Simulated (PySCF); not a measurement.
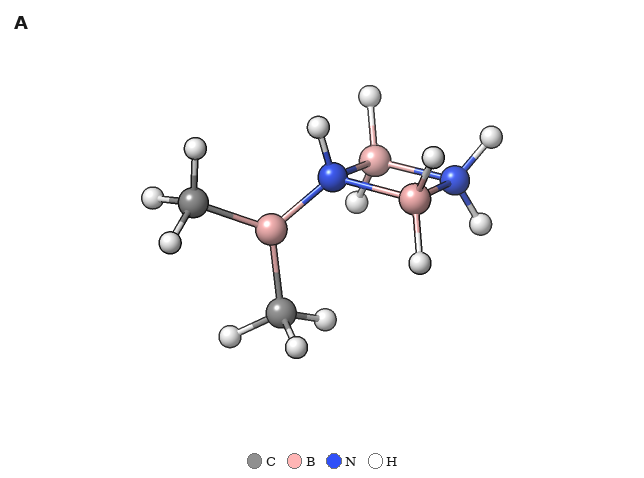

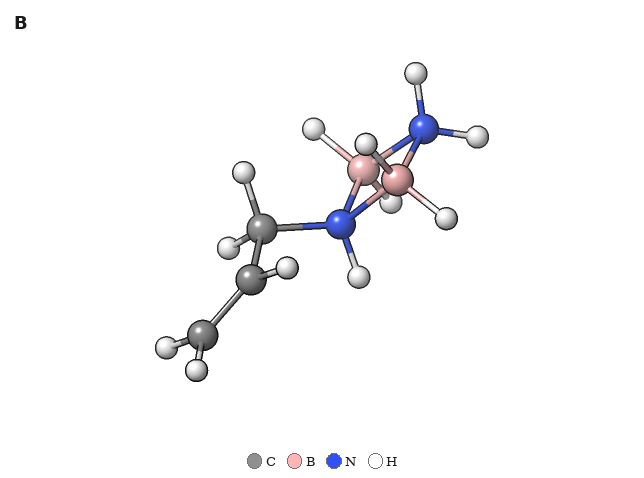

Two related species, optimised with GFN2-xTB; properties computed with PySCF 2.14.0. Both: charge 0, singlet.

> What are A and B?

A is C2H13B3N2 (CB(C)[NH+]1[BH2-][NH2+][BH2-]1), B is C3H12B2N2 (C=CC[NH+]1[BH2-][NH2+][BH2-]1).

Compare them. With CAM-B3LYP/def2-SVPD: dipole moment (D), HOMO–LUMO gap (eV), HOMO energy (Kohn–Sham orbital) (eV), lowest vertical singlet excitation (eV), mean static polarisability (bohr³).

| quantity | A | B |
| --- | --- | --- |
| dipole moment (D) | 0.66 | 0.25 |
| HOMO–LUMO gap (eV) | 10.47 | 9.99 |
| HOMO energy (Kohn–Sham orbital) (eV) | −9.61 | −9.13 |
| lowest vertical singlet excitation (eV) | 6.79 | 7.32 |
| mean static polarisability (bohr³) | 82.1 | 82.3 |

Each is one conformer, and no frequency run is at hand to confirm it as a minimum.

The geometry is semi-empirical. Around B such bond lengths and angles can be off by a tenth of an ångström or more and by several degrees, and values that hang on the shape move with them.
